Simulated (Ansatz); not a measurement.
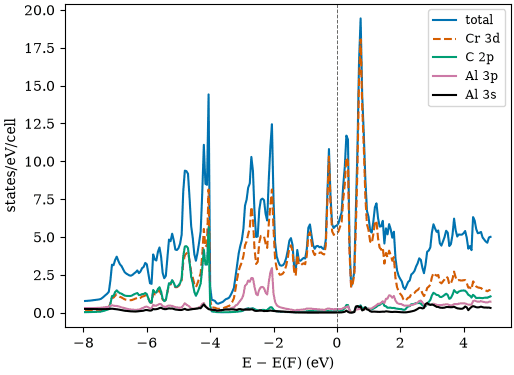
Total and projected density of states of AlCr$_{2}$C in space group P6_3/mmc (No. 194; Al on 2d, Cr on 4f, C on 2a), PBEsol (plane waves, PAW; program Ansatz)

Problem. Which orbitals carry the states next to the Fermi level?

Solution. Within 0.5 eV of the Fermi level: Cr 3d 91 %. Projections are on Löwdin-orthogonalised atomic valence shells; empty p or d shells of many metals are not among them.

Problem. Where is the tallest occupied peak in this window, and what makes it?

Solution. Near -4.0 eV, about 14 states/eV per cell; the largest projected share is Cr 3d.

The cell was relaxed with PBEsol under the symmetry of its start; of distortions, only those at the zone centre were tested. The run is not spin-polarised.

Potentials: the later of the program's two PAW sets.
